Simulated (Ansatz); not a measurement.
**CH6AlB: density, localisation and related maps**

```xyz
9

B    -1.0183    0.9485   -1.4679
Al    0.4097    0.5787    0.0537
C     0.4999   -1.1009    1.0597
H    -0.8269    0.6834   -2.6240
H    -2.0905    1.4472   -1.2561
H     1.4830    1.7121    0.4006
H    -0.3229   -1.7885    0.8537
H     1.4356   -1.6222    0.8266
H     0.5189   -0.9045    2.1368
```

Geometry: PBE0-D4/def2-TZVP.

Level of theory: RKS PBE0-D4/def2-TZVPP (Ansatz).

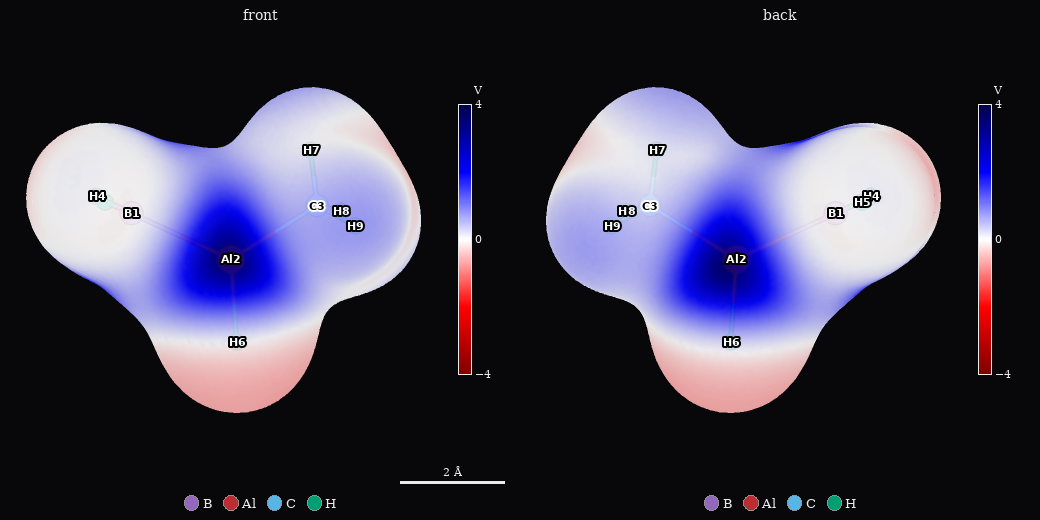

Figure 1. The molecular electrostatic potential painted on the density surface at 0.002 e/bohr³, seen from the front and from behind; the colour scale runs from red (negative) to blue (positive).

> Describe the electrostatic potential map.

The most negative region (about −0.6 V, or −14 kcal/mol for a unit charge) lies over H6, the most positive (about +3.4 V, or +78 kcal/mol for a unit charge) over Al2.

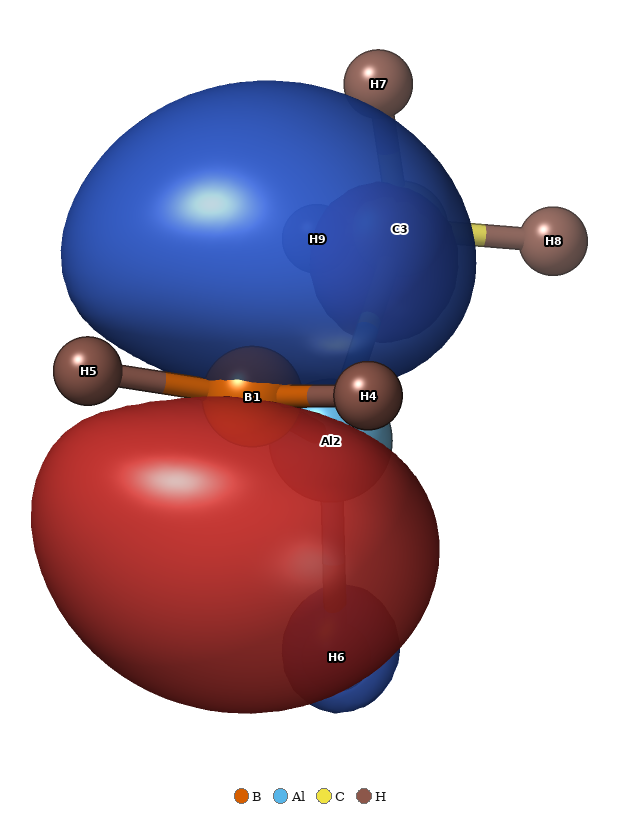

Figure 2. One frontier orbital at ±0.1 Å⁻³ᐟ² (blue and red are the two phases), seen at an oblique angle.

> Which orbital is it: HOMO or LUMO?

The LUMO, at −2.20 eV. It lies mainly on B1 (about 65 %), H5 (about 5 %) and H4 (about 5 %).

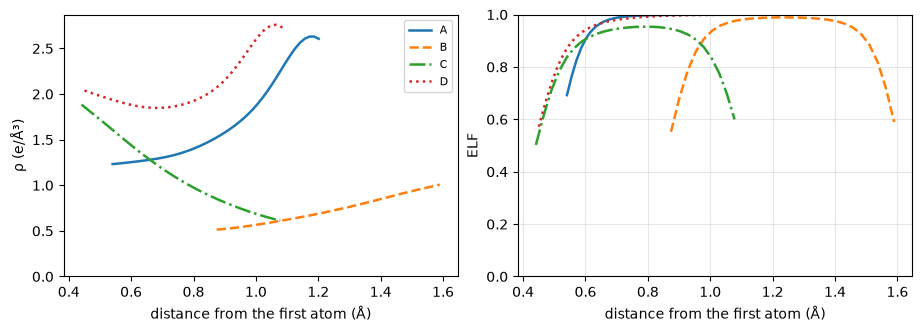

Figure 3. Total electron density and ELF along straight lines between neighbouring atoms. The curves leave out the atomic cores.

> Which curve belongs to which contact (Al–B, B–H, C–Al and C–H)? The first atom named is at distance zero.

Curve A: B–H (1.20 Å): the density is about 1.3 e/Å³ at the midpoint; the ELF climbs to about 1 towards the hydrogen, as it does in any bond to H; an ordinary covalent bond to hydrogen. Curve B: Al–B (2.12 Å): ρ at the midpoint is about 0.6 e/Å³; the ELF peaks at about 1 between the atoms: a shared electron pair. Curve C: C–Al (1.96 Å): the density is about 0.71 e/Å³ at the midpoint; the ELF peaks at about 0.95 between the atoms (a shared but strongly polarised pair). Curve D: C–H (1.09 Å): ρ is about 1.9 e/Å³ halfway; the ELF climbs to about 1 towards the hydrogen: a covalent bond by its length.
